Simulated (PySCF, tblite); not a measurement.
# C3H8BClN2: geometry, infrared bands and NMR shifts

Wanted: the infrared bands and NMR shifts of C3H8BClN2 (`ClB1NCCCN1`), by calculation.

Programs: tblite 0.8.0 and PySCF 2.14.0, with density-fitted response routines of our own. Each step states its level of theory. These are calculated values for one molecule in the gas phase, unless marked as measured. Atoms are numbered from 0 throughout.

**1. Starting geometry**

15 atoms, charge 0, multiplicity 1; geometry from: force field or distance geometry start.

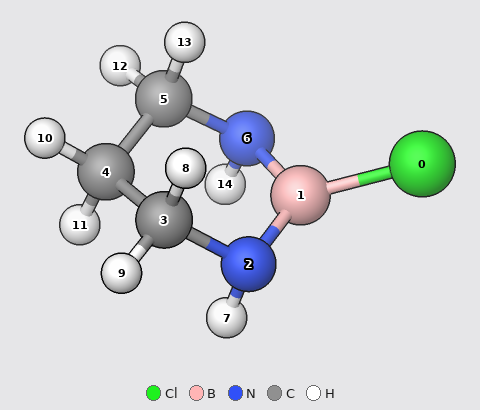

The starting geometry (chlorine green, boron pink, nitrogen blue, carbon grey, hydrogen white), atoms numbered.

**2. Optimising the geometry with GFN2-xTB**

The job: settings as JSON, then the geometry in Å.

```
{"job": {"kind": "relax", "xc": "GFN2-xTB", "basis": "xTB"}, "charge": 0, "multiplicity": 1}
Cl     2.114300    -2.353800     1.148000
B      1.016900    -1.283500     0.096000
N     -0.473300    -1.560200     0.036600
C     -1.218700    -0.364100     0.491500
C     -0.764300     0.916500    -0.204800
C      0.741100     1.145700     0.003400
N      1.558000     0.023000    -0.483600
H     -0.712100    -1.705400    -0.970000
H     -1.084700    -0.263500     1.601400
H     -2.307500    -0.522900     0.317300
H     -1.332300     1.781500     0.193400
H     -0.981800     0.838900    -1.298700
H      1.046000     2.071900    -0.520800
H      0.953800     1.314900     1.084600
H      1.440000    -0.031000    -1.516000
```

Started as:

```sh
OMP_NUM_THREADS=1 python probes_run.py task.json out
```

This one command runs all jobs of the session in turn.

Standard output:

```text
step      E/eV     max force
  0    -602.98448    2.178
  1    -603.15783    1.857
  2    -603.32473    0.820
  3    -603.35943    0.599
  4    -603.38882    0.436
  5    -603.40312    0.390
  6    -603.41705    0.272
  7    -603.42422    0.269
  8    -603.43786    0.338
  9    -603.46006    0.552
 10    -603.50293    0.850
 11    -603.54822    1.485
 12    -603.65403    1.162
 13    -603.83561    1.883
 14    -604.05174    1.888
 15    -604.02909    2.837
 16    -604.28742    1.230
 17    -604.39304    0.595
 18    -604.59308    1.027
 19    -604.72082    1.137
 20    -604.80065    0.828
 21    -604.83715    0.621
 22    -604.86143    0.487
 23    -604.89945    0.334
 24    -604.91309    0.333
 25    -604.93149    0.338
 26    -604.94262    0.321
 27    -604.95362    0.251
 28    -604.96080    0.287
 29    -604.96770    0.272
 30    -604.97444    0.195
 31    -604.98037    0.185
 32    -604.98477    0.148
 33    -604.98875    0.115
 34    -604.99226    0.178
 35    -604.99557    0.185
 36    -604.99863    0.143
 37    -605.00090    0.090
 38    -605.00222    0.086
 39    -605.00305    0.079
 40    -605.00373    0.067
 41    -605.00436    0.058
 42    -605.00497    0.064
 43    -605.00561    0.078
 44    -605.00630    0.076
 45    -605.00691    0.053
 46    -605.00728    0.045
 47    -605.00744    0.036
 48    -605.00755    0.028
 49    -605.00772    0.041
 50    -605.00800    0.057
 51    -605.00840    0.063
 52    -605.00878    0.055
 53    -605.00904    0.046
 54    -605.00919    0.042
 55    -605.00933    0.037
 56    -605.00946    0.029
 57    -605.00954    0.016
 58    -605.00957    0.011
 59    -605.00959    0.007
```

Wall time 0.59 s (1 thread of Arm Neoverse N1, shared host).

Along the way: (not every step is listed)

```csv
step,energy from step 0 (eV),largest force (eV/Å)
0,0.0000,2.1781
1,-0.1734,1.8572
2,-0.3403,0.8201
3,-0.3750,0.5988
4,-0.4043,0.4356
5,-0.4186,0.3905
6,-0.4326,0.2716
7,-0.4397,0.2685
8,-0.4534,0.3379
12,-0.6696,1.1616
16,-1.3029,1.2298
20,-1.8162,0.8283
24,-1.9286,0.3329
28,-1.9763,0.2868
32,-2.0003,0.1485
36,-2.0142,0.1432
40,-2.0193,0.0675
44,-2.0218,0.0763
48,-2.0231,0.0280
52,-2.0243,0.0549
54,-2.0247,0.0424
55,-2.0249,0.0375
56,-2.0250,0.0286
57,-2.0251,0.0163
58,-2.0251,0.0106
59,-2.0251,0.0075
```

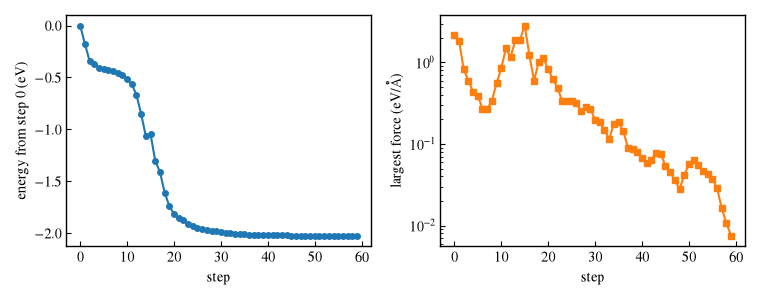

Energy and force, step by step.

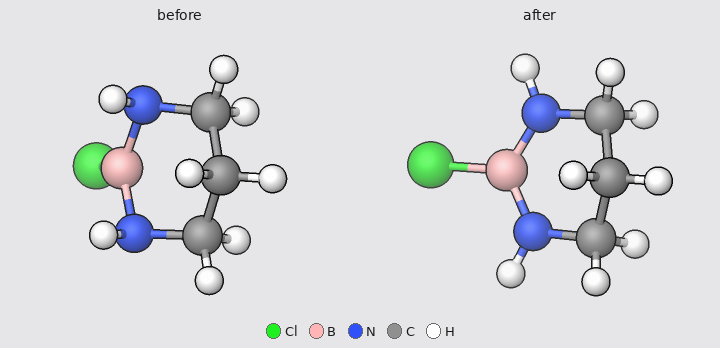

The geometry before (left) and after (right).

Close pairs (by a distance rule), those that changed most:

```csv
bond,before (Å),after (Å),change (Å)
B1–N6,1.528,1.400,-0.128
B1–N2,1.517,1.400,-0.117
Cl0–B1,1.859,1.748,-0.111
N2–H7,1.045,1.006,-0.039
N6–H14,1.041,1.006,-0.035
N2–C3,1.481,1.449,-0.032
C4–H11,1.118,1.091,-0.027
C3–H8,1.122,1.100,-0.023
```

The end geometry stands in the next job.

**3. Harmonic vibrations with GFN2-xTB**

The job: settings as JSON, then the geometry in Å.

```
{"job": {"kind": "ir", "xc": "GFN2-xTB", "basis": "xTB"}, "charge": 0, "multiplicity": 1}
Cl     1.920351    -2.644562    -0.518467
B      0.923054    -1.248621    -0.181238
N     -0.418065    -1.416863     0.183188
C     -1.276522    -0.288578     0.484319
C     -0.800408     0.938334    -0.292560
C      0.673234     1.223302    -0.004988
N      1.460869     0.039574    -0.286671
H     -0.834835    -2.323356     0.309283
H     -1.262140    -0.071659     1.562293
H     -2.306722    -0.525041     0.200901
H     -1.405182     1.805020    -0.026499
H     -0.915259     0.740946    -1.359350
H      1.016099     2.051067    -0.633666
H      0.792764     1.522365     1.046500
H      2.428347     0.206062    -0.504960
```

Standard output:

```text
mode    cm-1     km/mol
  1     128.6      0.03
  2     153.6      0.00
  3     227.6      4.73
  4     293.8      1.20
  5     338.4      0.04
  6     443.5      3.02
  7     451.9     44.90
  8     468.2      0.00
  9     503.9    115.05
 10     529.6     30.58
 11     724.9     28.07
 12     897.1      0.68
 13     903.9      0.94
 14     939.7     10.57
 15     991.6     12.69
 16    1015.8     36.68
 17    1107.7      5.26
 18    1134.4      6.81
 19    1169.5     29.20
 20    1170.7     12.31
 21    1184.6      1.67
 22    1247.7      5.43
 23    1277.5      0.26
 24    1311.4     31.30
 25    1325.1    199.52
 26    1341.1      9.53
 27    1400.8    154.98
 28    1454.7    209.74
 29    1463.6      1.37
 30    1491.5      0.59
 31    1494.1     98.40
 32    2863.0      1.91
 33    2868.8    124.65
 34    2938.7     61.11
 35    2940.8     52.60
 36    2993.7     44.42
 37    3001.2     41.12
 38    3496.6     10.43
 39    3498.5     10.96
```

Wall time 0.7 s (1 thread of Arm Neoverse N1, shared host).

Which atoms move in the most intense modes:

```csv
cm⁻¹,km/mol,atoms
504,115.0,"H14 31 %, H7 31 %"
1325,199.5,"C5 14 %, C3 13 %, H13 13 %, H8 13 %"
1401,155.0,"N2 16 %, N6 16 %, H14 14 %, H7 14 %"
1455,209.7,"B1 28 %, N2 13 %, N6 13 %"
1494,98.4,"H9 20 %, H8 19 %, H12 16 %, B1 15 %"
2869,124.7,"H8 47 %, H13 42 %"
2939,61.1,H12 88 %
2941,52.6,H9 88 %
```

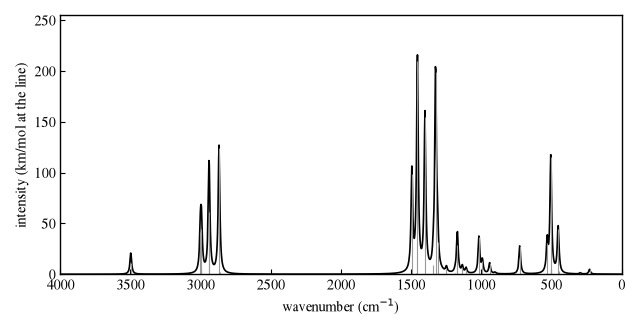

The infrared spectrum from these modes, unscaled. Lines are broadened to a width of 14 cm⁻¹ (Lorentzian).

**4. Shielding tensors: PBE0/pcSseg-1**

Settings changed since step 3:

```diff
@@ -1,2 +1,2 @@
-{"job": {"kind": "ir", "xc": "GFN2-xTB", "basis": "xTB"}, "charge": 0, "multiplicity": 1}
+{"job": {"kind": "nmr", "xc": "PBE0", "basis": "pcSseg-1"}, "charge": 0, "multiplicity": 1}
 Cl     1.920351    -2.644562    -0.518467
```

With the program's defaults for keys left out, this is: GIAO PBE0/pcSseg-1 NMR shielding, non-relativistic, gas phase.

Standard output:

```text
coarse grid: 13056 points
cycle   1  E = -713.2394723946  dE =  9.933e-01  |g| = 4.359e-01  |ddm| = 3.391e+00
cycle   2  E = -713.2311937284  dE =  8.279e-03  |g| = 5.032e-01  |ddm| = 7.561e-01
cycle   3  E = -713.2847498955  dE = -5.356e-02  |g| = 6.166e-02  |ddm| = 4.030e-01
cycle   4  E = -713.2855252022  dE = -7.753e-04  |g| = 2.225e-02  |ddm| = 7.260e-02
cycle   5  E = -713.2856207729  dE = -9.557e-05  |g| = 4.244e-03  |ddm| = 2.115e-02
cycle   6  E = -713.2856241684  dE = -3.396e-06  |g| = 1.682e-03  |ddm| = 4.223e-03
final grid: 121544 points
cycle   7  E = -713.3203844231  dE = -3.868e-05  |g| = 8.809e-03  |ddm| = 2.653e-02
cycle   8  E = -713.3203743490  dE =  1.007e-05  |g| = 1.100e-02  |ddm| = 1.549e-02
cycle   9  E = -713.3204027803  dE = -2.843e-05  |g| = 8.022e-04  |ddm| = 8.664e-03
cycle  10  E = -713.3204028849  dE = -1.045e-07  |g| = 2.716e-04  |ddm| = 7.906e-04
cycle  11  E = -713.3204029001  dE = -1.520e-08  |g| = 5.139e-05  |ddm| = 2.207e-04
cycle  12  E = -713.3204029006  dE = -5.314e-10  |g| = 1.459e-05  |ddm| = 5.521e-05
converged SCF energy = -713.3204029006

GIAO shielding tensors (ppm)
atom      isotropic    diamagn.    paramagn.     s11        s22        s33       span
  0 Cl     920.563    1147.888    -227.325    807.254    926.026   1028.408    221.154
  1 B       78.174     194.150    -115.977     54.355     79.732    100.434     46.079
  2 N      187.551     320.752    -133.201    150.492    194.125    218.036     67.544
  3 C      142.177     243.471    -101.294    129.434    139.412    157.684     28.250
  4 C      156.305     247.955     -91.650    151.861    153.969    163.086     11.225
  5 C      142.135     243.476    -101.342    129.453    139.321    157.629     28.176
  6 N      187.531     320.750    -133.220    150.479    194.137    217.977     67.498
  7 H       29.077      31.185      -2.108     21.011     29.184     37.036     16.025
  8 H       28.289      29.350      -1.061     23.244     26.629     34.994     11.750
  9 H       28.491      28.923      -0.432     23.503     27.322     34.648     11.145
 10 H       30.063      29.715       0.349     25.757     27.550     36.884     11.127
 11 H       29.830      30.450      -0.621     26.178     27.695     35.616      9.437
 12 H       28.485      28.916      -0.431     23.496     27.316     34.643     11.147
 13 H       28.286      29.350      -1.064     23.239     26.628     34.990     11.751
 14 H       29.076      31.179      -2.103     21.010     29.183     37.036     16.026
```

It took 38 s on 1 thread of Arm Neoverse N1, shared host; peak memory 0.75 GiB.

Shifts follow as δ = σ(reference) − σ, with reference shieldings (ppm) from runs at the same level and on the same kind of geometry: ¹H TMS 31.72, ¹³C TMS 186.9, ¹⁵N NH3 267.7, ¹¹B BF3·OEt2 100.1, ³⁵Cl HCl 950. The references are single molecules in the gas phase, so shifts against H2O, NH3, PH3, H3PO4 or CFCl3 are not on the usual liquid scales and can be off by tens of ppm. Atoms listed in one row are averaged.

```csv
atoms,environment,σ (ppm),δ (ppm),δ scaled to CDCl3
"C3, C5",sp3 CH2 bonded to N,142.2,44.8,41.8
C4,sp3 CH2 in a ring,156.3,30.6,28.0
"H8, H9, H12, H13",hydrogen on an sp3 CH2 bonded to N,28.39,3.33,3.24
"H7, H14","hydrogen on a nitrogen bonded to C, B, in a 6-membered ring",29.08,2.64,–
"H10, H11",hydrogen on an sp3 CH2 in a ring,29.95,1.77,1.77
Cl0,chlorine bonded to B,921,29,–
B1,"boron bonded to Cl, 2 N, in a 6-membered ring",78.2,21.9,–
"N2, N6","nitrogen bonded to C, B, H, in a 6-membered ring",187.5,80.2,–
```

The scaled column applies a straight-line fit of computed shieldings to shifts measured in CDCl3, with any fitted terms for Cl, Br or S neighbours (root-mean-square error 0.16 ppm for H, 1.9 ppm for C).

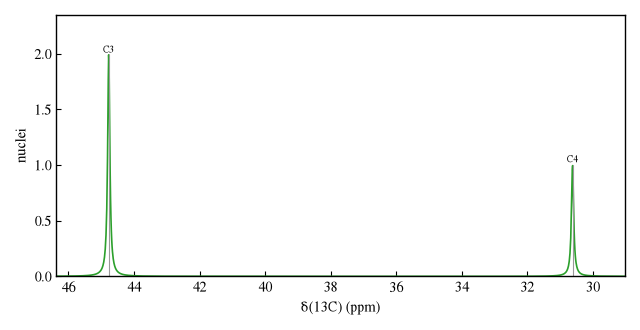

¹³C lines at the computed shifts, without couplings. Lines are broadened to a width of 0.08 ppm (Lorentzian).

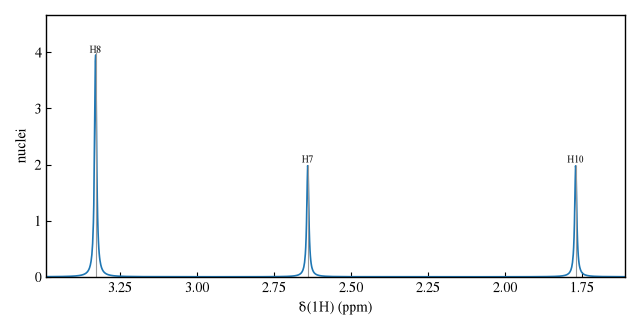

¹H lines at the computed shifts, without couplings. Lines are broadened to a width of 0.01 ppm (Lorentzian).

The run also stored atomic charges by several schemes (e):

```csv
atoms,Mulliken,IAO,Hirshfeld,ESP fit
Cl0,-0.30,-0.14,-0.13,-0.21
B1,0.55,0.22,0.15,0.14
"N2, N6",-0.54,-0.44,-0.20,-0.37
"C3, C5",0.00,-0.14,-0.02,0.06
C4,-0.28,-0.26,-0.07,-0.10
```

ESP fit charges:

Cl0 -0.21; B1 0.14; N2 -0.38; C3 0.06; C4 -0.10; C5 0.05; N6 -0.37; H7 0.27; H8 0.04; H9 0.04; H10 0.04; H11 0.07; H12 0.04; H13 0.04; H14 0.26

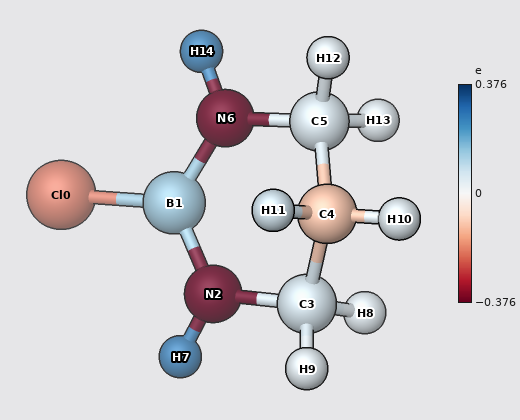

ESP fit charges, as colours on the atoms.

Mayer bond orders: Cl0–B1 0.99, B1–N2 1.19, N2–C3 0.96, C3–C4 1.04, C4–C5 1.04, C5–N6 0.96, N6–B1 1.19.

Ring of atoms B1, N2, C3, C4, C5, N6: NICS(0) -2.6, NICS(1) -1.2, NICS(1)zz 2.1 ppm (means of both faces).

**5. Outcome**

| quantity | value |
| --- | --- |
| strongest single infrared mode (GFN2-xTB) | 1455 cm⁻¹, 210 km/mol |
| zero-point energy (GFN2-xTB) | 76.0 kcal/mol |
| ¹³C shifts against TMS (PBE0/pcSseg-1, means over atoms taken as alike) | 44.8, 30.6 ppm |
| ¹H shifts against TMS (PBE0/pcSseg-1, means over atoms taken as alike) | 3.33, 2.64, 1.77 ppm |
| ³⁵Cl shifts against HCl (PBE0/pcSseg-1) | 29 ppm |
| ¹¹B shifts against BF3·OEt2 (PBE0/pcSseg-1) | 21.9 ppm |
| ¹⁵N shifts against NH3 (PBE0/pcSseg-1, means over atoms taken as alike) | 80.2 ppm |

**Reading.** Relaxing lowered the energy by 2.025 eV in 59 steps; the close pair that moved most is B1–N6, from 1.528 to 1.400 Å. No mode is imaginary among the 39: a minimum at this level. The strongest single mode, at 1455 cm⁻¹, has its largest shares on B1, N2 and N6 (the list is cut at 3 atoms). Unscaled tight-binding wavenumbers are off by several per cent, some by more. Its intensities can rank the bands wrongly. The most deshielded carbon is C3, C5 (mean) (sp3 CH2 bonded to N), at 44.8 ppm: pulled downfield by the heteroatom. H8, H9, H12, H13 (mean) (hydrogen on an sp3 CH2 bonded to N) lies farthest downfield among hydrogen, at 3.33 ppm; its carbon carries N, hence the downfield position. At PBE0/pcSseg-1: The widest tensor belongs to Cl0: span 221 ppm, with a paramagnetic part of -227 ppm.
